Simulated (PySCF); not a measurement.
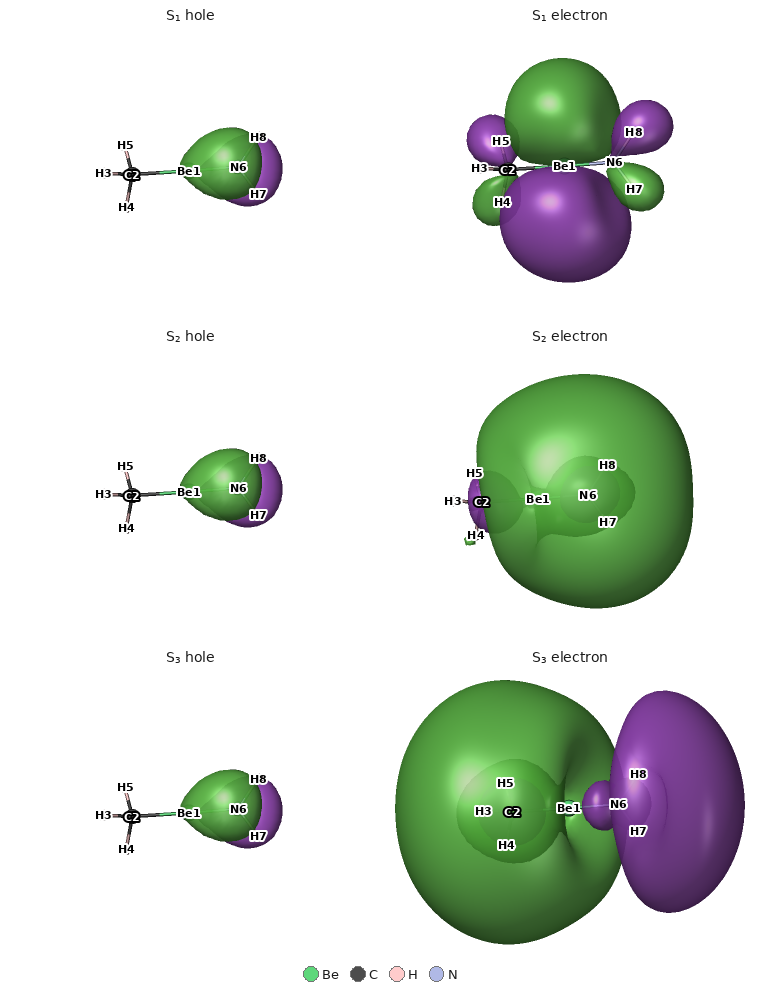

Figure 1: BeMe(NH2) (CH₅BeN). Leading natural transition orbitals (TDA singlet states).

Method: PBE0/def2-SVPD; geometry: GFN2-xTB; program: PySCF. No frequency check shows the geometry to be a minimum. GFN2-xTB bond lengths at metals and heavier atoms can be off by up to 0.1 Å and shapes distorted, which carries into these values.

Input script:

```python
import numpy as np
from pyscf import gto, scf, dft, tdscf
from pyscf.scf import atom_ks, atom_hf
from scipy.linalg import block_diag

def solve(mol, dm0=None, hcore=None):
    mf = (dft.UKS if mol.spin else dft.RKS)(mol, xc='pbe0')
    mf.grids.level = 3
    mf = mf.density_fit(auxbasis='def2-universal-jkfit')
    mf.conv_tol, mf.max_cycle = 1e-8, 80
    if hcore is not None:
        mf.get_hcore = lambda *args: hcore
    mf.kernel(dm0)
    if not mf.converged:
        mf = mf.newton().run(mf.mo_coeff, mf.mo_occ, max_cycle=30)
    assert mf.converged, 'SCF not converged'
    return mf

mol = gto.M(atom='''
Be    -0.09357     0.00761    -0.01054
C      1.63452     0.00007     0.00235
H      2.07070     0.07325     0.99696
H      2.08625     0.81395    -0.56230
H      2.06432    -0.90479    -0.42529
N     -1.60386    -0.00087     0.00025
H     -2.21703     0.79812     0.00863
H     -2.21011    -0.80527     0.00832
''', basis='def2-svpd', charge=0, spin=0, verbose=4)
mf = solve(mol)
td = mf.TDA()
td.nstates, td.singlet, td.conv_tol = 4, True, 1e-5
td.kernel()
td.analyze()
x, y = np.array([p[0] for p in td.xy]), np.array([p[1] + 0 * p[0] for p in td.xy])
f, mu = td.oscillator_strength(), td.transition_dipole()
nto = [td.get_nto(state=i + 1, verbose=4) for i in range(len(td.e))]
# spherically averaged free atoms, for the promolecule
atm = atom_ks.get_atm_nrks(mol, xc='pbe0')
pro = block_diag(*[(atm[a[0]][2] * atm[a[0]][3]) @ atm[a[0]][2].T for a in mol._atom])
np.savez('result.npz', e=td.e, f=f, ok=td.converged, w=[n[0] for n in nto], nto=[n[1] for n in nto], x=x, y=y, c=mf.mo_coeff, occ=mf.mo_occ, eps=mf.mo_energy, pro=pro, mu=mu)
```

Command:

```sh
OMP_NUM_THREADS=1 python input.py
```

The run took 83 s on 1 thread of Arm Neoverse V1, on a shared host, peak memory 0.5 GiB.

Describe these excited states.

By state:
- S₁: 6.07 eV (204 nm), f = 0.001 (very weak), ligand-to-metal charge transfer; the leading pair carries 100 %; hole on N6 (72 %), Be1 (14 %) and H7 and H8 (6 % each), electron on Be1 (65 %), N6 (10 %) and C2 (8 %); their centroids lie 1.3 Å apart; S₂ lies within 0.1 eV of it.
- S₂: 6.16 eV (201 nm), f = 0.078, partly diffuse acceptor orbital; the leading pair carries 100 %; hole on N6 (71 %), Be1 (14 %) and H7 and H8 (6 % each), electron on Be1 (39 %), H7 and H8 (20 % each) and N6 (12 %) (atom shares of so diffuse an orbital are rough); their centroids lie 0.2 Å apart; S₁ lies within 0.1 eV of it.
- S₃: 7.05 eV (176 nm), f = 0.000 (very weak), ligand-centred → diffuse (Rydberg-like) orbital; the leading pair carries 100 %; hole on N6 (71 %), Be1 (14 %) and H7 and H8 (6 % each), electron on Be1 (31 %), H3, H4 and H5 (12 % each) and H7 and H8 (10 % each) (atom shares of so diffuse an orbital are rough); their centroids lie 1.9 Å apart.
